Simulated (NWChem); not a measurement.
**HCl: energy and gradient calculation**

System: HCl, SMILES Cl.
Method: HF/STO-3G, RHF (NWChem 7.3.0).

The geometry comes from this level: PBE0-D4/def2-TZVP.

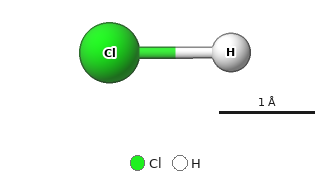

Fig. 1: The structure (ball-and-stick view, seen on its broad side). Bond lengths as drawn: Cl–H 1.28 Å.

Summary

| quantity | value |
| --- | --- |
| outcome | converged |
| total energy | −455.135062 hartree |
| basis functions | 10 |
| largest force | 1.537 eV/Å |
| HOMO | −11.51 eV |
| LUMO | 10.92 eV |
| dipole moment | 1.74 D |
| hardware | 1 thread of AMD EPYC (Zen 3), 24 GiB of memory available, shared host |
| wall time | 1.2 s |
| peak memory | 0.098 GiB |

Input
```python
from ase import Atoms
from ase.calculators.nwchem import NWChem

atoms = Atoms(['Cl', 'H'], positions=[
    [0.546000, -0.178500, 0.280800],
    [-0.546000, 0.178500, -0.280800],
])

calc = NWChem(
    label='a',
    theory='scf',
    memory='2200 mb',
    basis='STO-3G',
    basispar='spherical bse',
    scf={'nopen': '0', 'rhf': None, 'thresh': '1e-08', 'maxiter': '80'},
)
atoms.calc = calc

forces = atoms.get_forces()
e = atoms.get_potential_energy()
print(f"E = {e:.6f} eV")
print("forces (eV/A):")
for s, f in zip(atoms.symbols, forces):
    print(f"{s:2s} {f[0]:10.5f} {f[1]:10.5f} {f[2]:10.5f}")
print("dipole (e A):", atoms.get_dipole_moment().round(4))
```

File a.nwi
```
title "a"

permanent_dir a

scratch_dir a

start a

geometry units angstrom nocenter noautosym noautoz
  Cl 5.4600000000000004e-01 -1.7849999999999999e-01 2.8079999999999999e-01
  H  -5.4600000000000004e-01 1.7849999999999999e-01 -2.8079999999999999e-01
end

memory 2200 mb

basis spherical bse noprint
   * library STO-3G
end

scf
  nopen 0
  rhf
  thresh 1e-08
  maxiter 80
end

task scf gradient
```

Launched with:
```bash
export ASE_NWCHEM_COMMAND="nwchem PREFIX.nwi > PREFIX.nwo"
python run.py
```

Output
```
E = -12384.855870 eV
forces (eV/A):
Cl    1.31291   -0.42922    0.67522
H    -1.31291    0.42922   -0.67522
dipole (e A): [-0.3089  0.101  -0.1588]
```

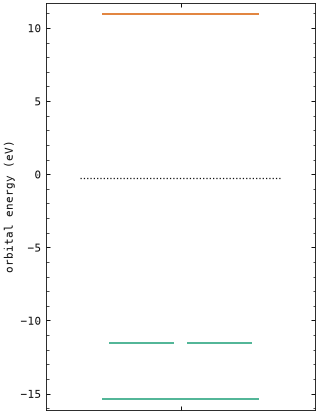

Fig. 2: Orbital energies near the frontier; the dotted line parts filled from empty levels, and levels within 0.02 eV of each other stand side by side. Highest filled −11.51 eV, lowest empty 10.92 eV, 22.43 eV apart.

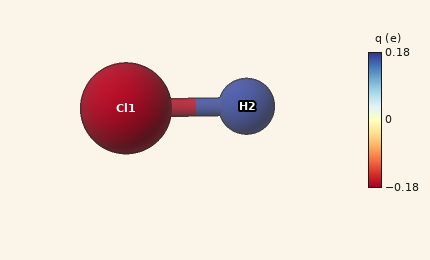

Fig. 3: Mulliken charges, as the colour of each atom (ball-and-stick view, seen at a tilt; atoms are numbered from 1 in the order of the input). By element: Cl −0.17 and H +0.17 e.
